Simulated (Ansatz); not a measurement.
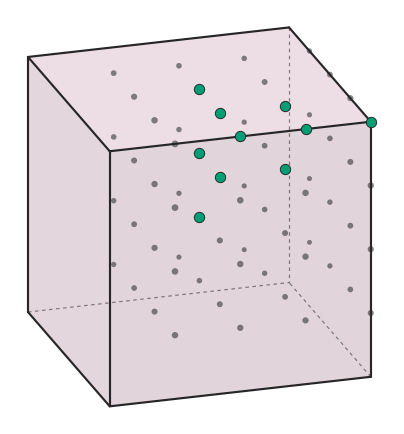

The Γ-centred 4×4×4 k-point mesh of a calculation on KMgI3 (DFT, r2SCAN+rVV10, plane waves, PAW (Ansatz)), folded into the first Brillouin zone of the 5-atom cell that was run; each point of the zone's surface is drawn once. One point of each star is marked in colour. Space group Pm-3m. The structure was generated and need not be a known form of this composition.

```
CELL_PARAMETERS angstrom
5.75123 0.00000 0.00000
0.00000 5.75123 0.00000
0.00000 0.00000 5.75123
ATOMIC_POSITIONS crystal
K 0.00000 0.00000 0.00000
Mg 0.50000 0.50000 0.50000
I 0.50000 0.50000 0.00000
I 0.50000 0.00000 0.50000
I 0.00000 0.50000 0.50000
```

Question: To how many irreducible points do the crystal's point group and time reversal reduce the mesh (magnetic order left aside)?

Answer: 10 of 64.

Question: List one member of each star with its weight, in the reciprocal vectors of this cell.

Answer:
| k₁ | k₂ | k₃ | weight |
| --- | --- | --- | --- |
| 0 | 0 | 0 | 1 |
| 0 | 0 | 1/4 | 6 |
| 1/4 | 0 | 1/4 | 12 |
| 1/4 | 1/4 | 1/4 | 8 |
| 0 | 0 | 1/2 | 3 |
| 1/4 | 0 | 1/2 | 12 |
| 1/4 | 1/4 | 1/2 | 12 |
| 1/2 | 0 | 1/2 | 3 |
| 1/2 | 1/4 | 1/2 | 6 |
| 1/2 | 1/2 | 1/2 | 1 |

Question: How fine is the mesh?

Answer: Spacing |bᵢ|/nᵢ = 0.273, 0.273, 0.273 1/Å (2π included).
